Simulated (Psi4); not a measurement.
**TPSSh/6-311+G(d,p) run of AlF3 (SMILES [F][Al]([F])[F])**

Aim: the vertical ionisation energy of AlF3 at TPSSh/6-311+G**, from 2 runs. 

The results are computed with Psi4 1.11.

## (1) The system as given

The species is AlF3 (4 atoms), meant as a singlet with charge 0. As SMILES, `[F][Al]([F])[F]`. Geometry: a GFN2-xTB relaxation, a rough one for these elements and not checked as a minimum.

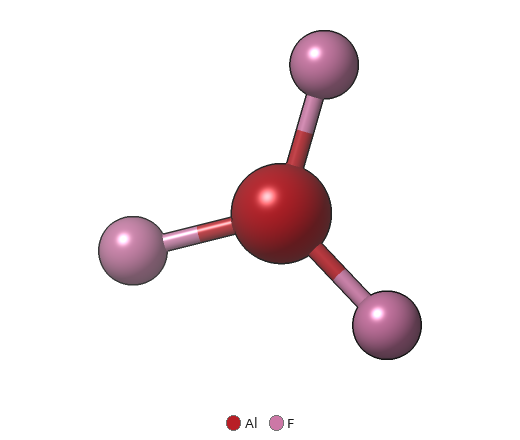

The structure, seen from a chosen angle (aluminium red, fluorine pink).

## (2) The energy at TPSSh/6-311+G(d,p)

Contents of run.py:

```python
import psi4

psi4.set_memory(1600000000)
psi4.set_num_threads(1)
psi4.core.set_output_file('output.dat', False)

mol = psi4.geometry("""
0 1
Al    -0.000200    -0.000290    -0.001260
F      1.630840    -0.027090     0.013490
F     -0.791540     1.425990    -0.016640
F     -0.839100    -1.398610     0.004400
symmetry c1
""")

psi4.set_options({
    'basis': '6-311+G**',
    'puream': True,
    'e_convergence': 1e-09,
    'd_convergence': 1e-08,
    'scf_type': 'pk',
    'dft_radial_points': 99,
    'dft_spherical_points': 590,
})

result, w = psi4.energy('tpssh', molecule=mol, return_wfn=True)
print('E =', round(result, 9))
```

Command:

```bash
$ python run.py
```

output.dat:

```text
[...]
  Running in c1 symmetry.
[...]
  Nuclear repulsion =  159.395255335653616
[...]
  Multiplicity = 1
[...]
  Nalpha       = 20
  Nbeta        = 20
[...]
    Number of basis functions: 96
[...]
   @RKS iter   1:  -542.03587126628724   -5.86830e-01   9.28179e-03 ADIIS/DIIS
[...]
   @RKS iter  10:  -542.26915529306575   -6.82121e-13   8.81409e-10 DIIS
[...]
    Orbital Energies [Eh]
    ---------------------
    Doubly Occupied:
       1A    -55.978295     2A    -24.597035     3A    -24.596921
       4A    -24.596896     5A     -4.155096     6A     -2.703200
       7A     -2.697501     8A     -2.697495     9A     -1.168019
      10A     -1.156299    11A     -1.156162    12A     -0.495852
      13A     -0.454443    14A     -0.454369    15A     -0.432498
      16A     -0.420813    17A     -0.420742    18A     -0.413519
      19A     -0.413392    20A     -0.394638
[...]
  @RKS Final Energy:  -542.26915529306575
   => Energetics <=
    Nuclear Repulsion Energy =            159.3952553356536157
    One-Electron Energy =               -1073.5455119591833864
    Two-Electron Energy =                 417.2892212433544614
    DFT Exchange-Correlation Energy =     -45.4081199128904061
    Empirical Dispersion Energy =           0.0000000000000000
    VV10 Nonlocal Energy =                  0.0000000000000000
    Total Energy =                       -542.2691552930657508
[...]
 Multipole Moments:
 ------------------------------------------------------------------------------------
     Multipole            Electronic (a.u.)      Nuclear  (a.u.)        Total (a.u.)
 ------------------------------------------------------------------------------------
 L = 1.  Multiply by 2.5417464519 to convert [e a0] to [Debye]
 Dipole X            :         -0.0009850           -0.0000746           -0.0010596
 Dipole Y            :         -0.0013619           -0.0001082           -0.0014701
 Dipole Z            :         -0.0048332           -0.0004692           -0.0053024
 Magnitude           :                                                    0.0056035
[...]
```

The script printed:

```text
E = -542.269155293
```

It took 21 s on 1 thread of Intel Xeon Platinum 8375C at 2.90GHz (Ice Lake), shared host; peak memory 0.74 GiB.

## (3) The doublet cation

Contents of job.in:

```
memory 1.6 GB

molecule m {
  1 2
  Al
  F 1 r2
  F 1 r3 2 a3
  F 1 r4 3 a4 2 d4

  r2 = 1.631327
  r3 = 1.631174
  a3 = 119.96691
  r4 = 1.63067
  a4 = 120.01677
  d4 = 179.79592
  symmetry c1
  no_reorient
  no_com
}

set globals {
  basis 6-311+G**
  reference uks
  puream true
  e_convergence 1e-09
  d_convergence 1e-08
  scf_type pk
  dft_radial_points 99
  dft_spherical_points 590
  maxiter 200
}

e_tot = energy("tpssh")
```

Command:

```bash
$ psi4 -n 1 job.in job.out
```

job.out:

```text
[...]
  Running in c1 symmetry.
[...]
  Nuclear repulsion =  159.395260148231245
[...]
  Multiplicity = 2
[...]
  Nalpha       = 20
  Nbeta        = 19
[...]
    Number of basis functions: 96
[...]
   @UKS iter   1:  -541.67594258597114   -2.26901e-01   5.49879e-03 ADIIS/DIIS
[...]
   @UKS iter  13:  -541.75337844303590   -4.09273e-12   5.61663e-09 DIIS
[...]
   @S^2 Observed:                7.557052542E-01
[...]
    Orbital Energies [Eh]
    ---------------------
    Alpha Occupied:
       1A    -56.278289     2A    -24.931908     3A    -24.931867
       4A    -24.931661     5A     -4.453133     6A     -3.000018
       7A     -2.996212     8A     -2.996210     9A     -1.489387
      10A     -1.478517    11A     -1.478434    12A     -0.795752
      13A     -0.766393    14A     -0.766337    15A     -0.745628
      16A     -0.745623    17A     -0.733288    18A     -0.730594
      19A     -0.715809    20A     -0.715744
    Alpha Virtual:
      21A     -0.320828    22A     -0.258687    23A     -0.160736
      24A     -0.160690    25A     -0.108083    26A     -0.087281
[...]
  @UKS Final Energy:  -541.75337844303590
   => Energetics <=
    Nuclear Repulsion Energy =            159.3952601482312446
    One-Electron Energy =               -1061.2517765805714589
    Two-Electron Energy =                 405.1323464414401201
    DFT Exchange-Correlation Energy =     -45.0292084521358262
    Empirical Dispersion Energy =           0.0000000000000000
    VV10 Nonlocal Energy =                  0.0000000000000000
    Total Energy =                       -541.7533784430358992
[...]
 Multipole Moments:
 ------------------------------------------------------------------------------------
     Multipole            Electronic (a.u.)      Nuclear  (a.u.)        Total (a.u.)
 ------------------------------------------------------------------------------------
 L = 1.  Multiply by 2.5417464519 to convert [e a0] to [Debye]
 Dipole X            :          0.0045099            0.0004691            0.0049791
 Dipole Y            :          0.0005089           -0.0001067            0.0004022
 Dipole Z            :          0.0005419           -0.0000771            0.0004648
 Magnitude           :                                                    0.0050168
[...]
```

Run time: 43 s. Hardware: 1 thread of Intel Xeon Platinum 8375C at 2.90GHz (Ice Lake), shared host; peak memory 0.74 GiB.

## (4) Summary of results

At TPSSh/6-311+G**:

| quantity | value |
| --- | --- |
| singlet AlF3: total energy | -542.26916 Eh |
| singlet AlF3: dipole moment | 0.01 D |
| singlet AlF3: HOMO energy | -10.74 eV |
| singlet AlF3: LUMO energy | -2.10 eV |
| singlet AlF3: HOMO–LUMO gap | 8.64 eV |
| doublet cation: total energy | -541.75338 Eh |
| doublet cation: HOMO energy (highest over α and β) | -18.68 eV |
| doublet cation: LUMO energy (lowest over α and β) | -17.36 eV |
| doublet cation: ⟨S²⟩ | 0.756 |
| vertical ionisation energy (to the doublet cation) | 14.035 eV |

**Reading.** Removing an electron at fixed nuclei costs 14.04 eV (1354 kJ/mol). −ε(HOMO) before ionisation, 10.74 eV, is 3.30 eV below this ionisation energy.
